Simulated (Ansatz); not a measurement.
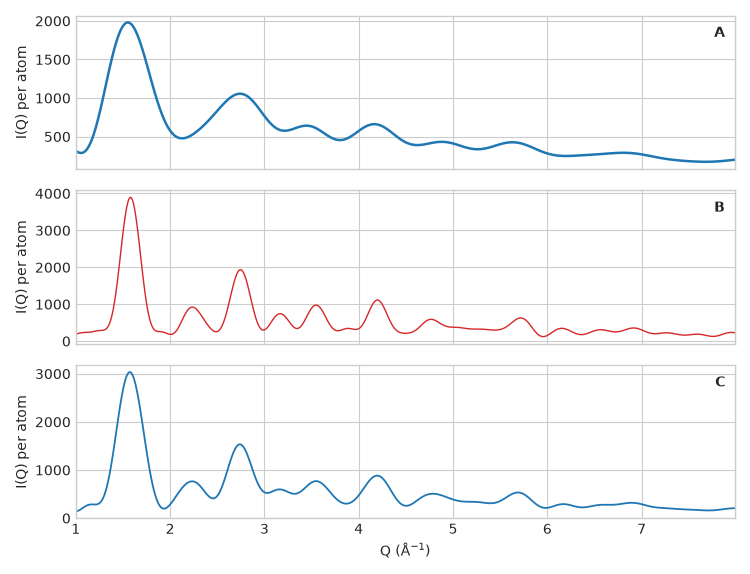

X-ray scattering of spheres cut from the crystal structure of Rb (Im-3m, a = 5.590 Å, b = 5.590 Å, c = 5.590 Å, α = 90.00°, β = 90.00°, γ = 90.00°), calculated atom by atom with the Debye equation (B = 0.5 Å², no relaxation of the surface). It is based on the input geometry of an electronic-structure calculation (not necessarily at equilibrium).

The spheres are 14, 20 and 28 Å across. Which curve is which?

Answer. curve A: 14 Å (15 atoms); curve B: 28 Å (137 atoms); curve C: 20 Å (59 atoms). Peak widths go roughly as 2π/D, so the largest sphere has the sharpest peaks.

Index the main peaks of the largest sphere.

Answer. Q ≈ 1.58 Å⁻¹: 110; Q ≈ 2.24 Å⁻¹: 200; Q ≈ 2.75 Å⁻¹: 211; Q ≈ 3.17 Å⁻¹: 220; Q ≈ 3.55 Å⁻¹: 310; Q ≈ 4.20 Å⁻¹: 321.
